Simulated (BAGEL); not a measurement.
**A workflow on C2H5AlBN (SMILES B[C]1=C[NH][AlH]1)**

We compute a single-point energy (HF/cc-pVDZ), then a single-point energy (NEVPT2(2,2)/cc-pVDZ) of C2H5AlBN. 

The calculation is run with BAGEL 1.2.2.

1 further run of the same task is left out (set aside as unsound or not needed).

### 1 The system as given

C2H5AlBN: 10 atoms, total charge 0, spin state singlet. As SMILES, `B[C]1=C[NH][AlH]1`. The N4–H9 distance was set to 2.309 Å, away from the relaxed value. At this shape a bond of the SMILES string is far longer than usual.

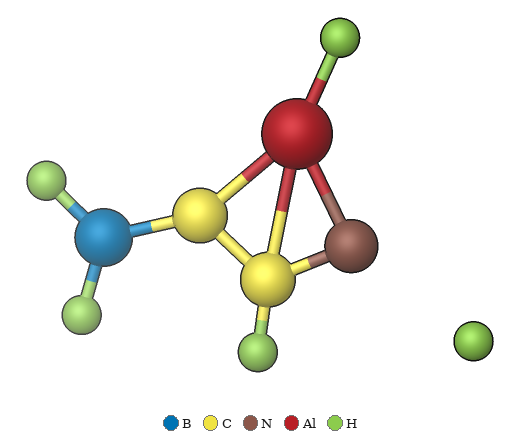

The structure, seen from a chosen angle (boron blue, carbon yellow, nitrogen brown, aluminium red, hydrogen green).

### 2 A single-point energy at HF/cc-pVDZ (density fitting with svp-jkfit) (run 1)

Input file input.json:

```json
{ "bagel": [

{
  "title": "molecule",
  "basis": "cc-pvdz.json",
  "df_basis": "svp-jkfit",
  "angstrom": true,
  "geometry": [
    { "atom": "B", "xyz": [   -1.215430,    1.234366,   -2.545662 ] },
    { "atom": "C", "xyz": [   -0.106230,    0.900466,   -1.605762 ] },
    { "atom": "C", "xyz": [   -0.277430,    0.186366,   -0.424662 ] },
    { "atom": "N", "xyz": [    0.858470,   -0.015834,    0.295838 ] },
    { "atom": "Al", "xyz": [    1.726070,    0.922566,   -1.046462 ] },
    { "atom": "H", "xyz": [   -2.338130,    0.874666,   -2.288662 ] },
    { "atom": "H", "xyz": [   -1.038630,    1.853066,   -3.559562 ] },
    { "atom": "H", "xyz": [   -1.235430,   -0.201534,   -0.065262 ] },
    { "atom": "H", "xyz": [    0.792000,   -1.179400,    2.289700 ] },
    { "atom": "H", "xyz": [    3.255970,    1.293166,   -1.189162 ] }
  ]
},
{ "title": "hf" },
{ "title": "print", "file": "orbitals.molden", "orbitals": true }

]}
```

The basis set cc-pVDZ is read from a file made from the Basis Set Exchange's data (not shown).

Launch:

```sh
BAGEL_NUM_THREADS=1 BAGEL input.json > input.out
```

Standard output:

```text
* using 1 threads per process

  ===============================================================
  ===============================================================

  *** Geometry ***

  { "atom" : "B", "xyz" : [     -2.296830,      2.332614,     -4.810604 ] },
  { "atom" : "C", "xyz" : [     -0.200746,      1.701634,     -3.034450 ] },
  { "atom" : "C", "xyz" : [     -0.524267,      0.352181,     -0.802495 ] },
  { "atom" : "N", "xyz" : [      1.622273,     -0.029922,      0.559053 ] },
  { "atom" : "Al", "xyz" : [      3.261800,      1.743397,     -1.977527 ] },
  { "atom" : "H", "xyz" : [     -4.418425,      1.652879,     -4.324944 ] },
  { "atom" : "H", "xyz" : [     -1.962726,      3.501787,     -6.726597 ] },
  { "atom" : "H", "xyz" : [     -2.334624,     -0.380844,     -0.123327 ] },
  { "atom" : "H", "xyz" : [      1.496663,     -2.228743,      4.326906 ] },
  { "atom" : "H", "xyz" : [      6.152892,      2.443730,     -2.247190 ] },

  Number of auxiliary basis functions:      520

  Since a DF basis is specified, we compute 2- and 3-index integrals:
    o Being stored without compression. Storage requirement is 0.041 GB

  Number of basis functions:       99
  Number of electrons      :       42

    * METHOD: MOLECULE                             0.29

  *** RHF ***

  === Nuclear Repulsion ===
   175.8124488906

      * DIIS with orbital gradients will be used.

  === RHF iteration (cc-pvdz.json) ===
      0       -399.03349836          0.01644811           0.10
      1       -399.02928462          0.02072213           0.10
      2       -399.40437507          0.00275472           0.10
      3       -399.41309587          0.00161906           0.10
      4       -399.41617525          0.00059427           0.14
      5       -399.41680171          0.00025227           0.09
      6       -399.41696804          0.00013906           0.09
      7       -399.41702519          0.00004754           0.09
      8       -399.41703009          0.00002610           0.09
      9       -399.41703192          0.00001045           0.09
     10       -399.41703206          0.00000774           0.09
     11       -399.41703216          0.00000198           0.09
     12       -399.41703217          0.00000090           0.09
     13       -399.41703217          0.00000041           0.09
     14       -399.41703217          0.00000017           0.10
     15       -399.41703217          0.00000013           0.10
     16       -399.41703217          0.00000012           0.09
     17       -399.41703217          0.00000011           0.09
     18       -399.41703217          0.00000009           0.09
     19       -399.41703217          0.00000006           0.09
     20       -399.41703217          0.00000004           0.10
     21       -399.41703217          0.00000002           0.10
     22       -399.41703217          0.00000001           0.09
     23       -399.41703217          0.00000001           0.09
    * SCF iteration converged.

    * Permanent dipole moment:
           (   -0.703577,     0.352216,    -0.839521) a.u.

    * METHOD: HF                                   2.54

    * METHOD: PRINT                                0.02

  ===============================================================
```

Wall time 3.3 s (1 thread of Arm Neoverse V2, shared host); peak memory 0.15 GiB.

### 3 A single-point energy at NEVPT2(2,2)/cc-pVDZ (density fitting with svp-jkfit) (run 2)

Changes to input.json since step 2:

```diff
@@ -6,3 +6,3 @@
   "df_basis": "svp-jkfit",
-  "angstrom": true,
+  "angstrom": "true",
   "geometry": [
@@ -20,4 +20,21 @@
 },
-{ "title": "hf" },
-{ "title": "print", "file": "orbitals.molden", "orbitals": true }
+{
+  "title": "hf"
+},
+{
+  "title": "nevpt2",
+  "nstate": 1,
+  "nact": 2,
+  "nclosed": 20,
+  "nspin": 0,
+  "active": [20, 22],
+  "maxiter": 200,
+  "natocc": "true",
+  "ncore": 9
+},
+{
+  "title": "print",
+  "file": "orbitals.molden",
+  "orbitals": "true"
+}
```

The basis set cc-pVDZ is read from a file made from the Basis Set Exchange's data (not shown).

Launch:

```sh
BAGEL_NUM_THREADS=1 BAGEL input.json > input.out
```

Standard output:

```text
* using 1 threads per process

  ===============================================================
  ===============================================================

  *** Geometry ***

  { "atom" : "B", "xyz" : [     -2.296830,      2.332614,     -4.810604 ] },
  { "atom" : "C", "xyz" : [     -0.200746,      1.701634,     -3.034450 ] },
  { "atom" : "C", "xyz" : [     -0.524267,      0.352181,     -0.802495 ] },
[... 6 lines of this table left out ...]
  { "atom" : "H", "xyz" : [      6.152892,      2.443730,     -2.247190 ] },

  Number of auxiliary basis functions:      520

  Since a DF basis is specified, we compute 2- and 3-index integrals:
    o Being stored without compression. Storage requirement is 0.041 GB

  Number of basis functions:       99
  Number of electrons      :       42

    * METHOD: MOLECULE                             0.29

  *** RHF ***

[... 11 lines left out ...]
    * SCF iteration converged.
[... 1 line left out ...]
    * Permanent dipole moment:
[... 22 lines left out ...]
      0  0      -399.45236218     4.51e-03      0.03

      1  0      -399.51155584     3.43e-03      0.57
[... 15 lines of this table left out ...]
      9  0      -399.52153228     5.04e-09      0.43

    * Second-order optimization converged. *

     guess   0:   closed 1.                   open ..

  === FCI iteration ===

      0  0      -399.40533096     1.00e-01      0.00
      1  0      -399.51717976     2.10e-02      0.00
      2  0 *    -399.52153228     2.29e-16      0.00

     * ci vector, state   0, <S^2> = 0.0000
       2.     0.8641627566
       .2    -0.5032124106

  === DF-NEVPT2 calculation ===

    * 3-index integral transformation done
    * assembly done

      NEVPT2 correlation energy:   -0.5357295986      0.25

          (+0)     -0.4647418920
          (+0)'    -0.0129226571
          (+1)     -0.0175459456
          (+1)'    -0.0000000000
          (+2)     -0.0002248484
          (-1)     -0.0394863997
          (-1)'     0.0000000000
          (-2)     -0.0008078557

      NEVPT2 total energy:       -400.0572618751

    * METHOD: NEVPT2                               5.85

    * METHOD: PRINT                                0.02

  ===============================================================
```

It took 9 s on 1 thread of Arm Neoverse V2, shared host; peak memory 0.15 GiB.

### 4 Outcome

| quantity | value |
| --- | --- |
| run 1, HF/cc-pVDZ: total energy | -399.41703 Eh |
| run 1, HF/cc-pVDZ: dipole moment | 2.92 D |
| run 1, HF/cc-pVDZ: HOMO energy | -8.54 eV |
| run 1, HF/cc-pVDZ: LUMO energy | -1.53 eV |
| run 1, HF/cc-pVDZ: HOMO–LUMO gap | 7.00 eV |
| run 2, NEVPT2(2,2)/cc-pVDZ: total energy | -400.05726 Eh |
